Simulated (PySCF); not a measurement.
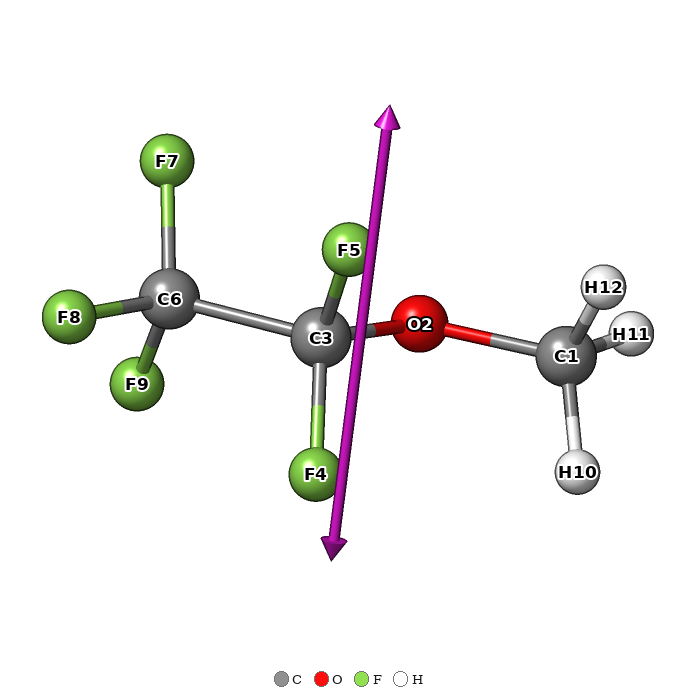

The double arrow shows the direction of the transition dipole to excited singlet state 7 (its length means nothing). Computed geometry: PBE0-D3(BJ)/def2-SVP optimisation. No frequency run is at hand to confirm it as a minimum. Method: TDDFT ωB97X-D/def2-SVPD, vertical, gas phase, core orbitals frozen in the response (PySCF 2.14.0).

Where does the transition lie, and how strong is it?

11.04 eV (112 nm), oscillator strength 0.044, of mixed character, with the largest part HOMO → LUMO+5 (weight 0.37); transition dipole 1.03 D.
